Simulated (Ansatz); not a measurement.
# Ti2O3: pressure series

Consider Ti$_{2}$O$_{3}$ in the corundum structure (space group R-3c, No. 167; a = 5.0387 Å, c = 13.8814 Å (hexagonal axes)).

Cell and atoms are relaxed at each pressure.

Calculations: PBEsol, PAW, 420 eV (Ansatz, a quantum-chemistry and plane-wave program; no spin-orbit coupling).

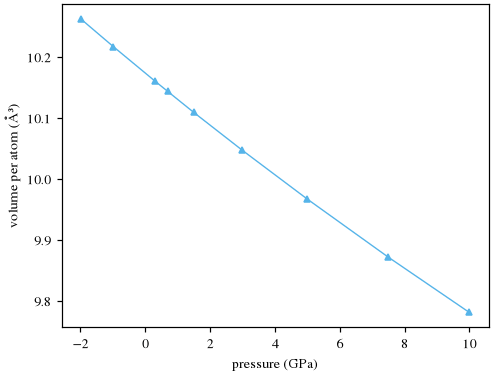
Figure. Volume against pressure

Question: Estimate the zero-pressure bulk modulus from the plot.

Answer: About 230 GPa; a third-order Birch–Murnaghan fit to the points gives V₀ = 10.17 Å³/atom, B₀ = 233 GPa and B₀′ = 4.4.

Load acts through the strain it causes; cell and atoms are relaxed under it. Stability against distortions was not tested. No other phases were tried under pressure. No Hubbard U is applied, and correlation can decide whether such a compound is a metal. All final runs are without spin polarisation.
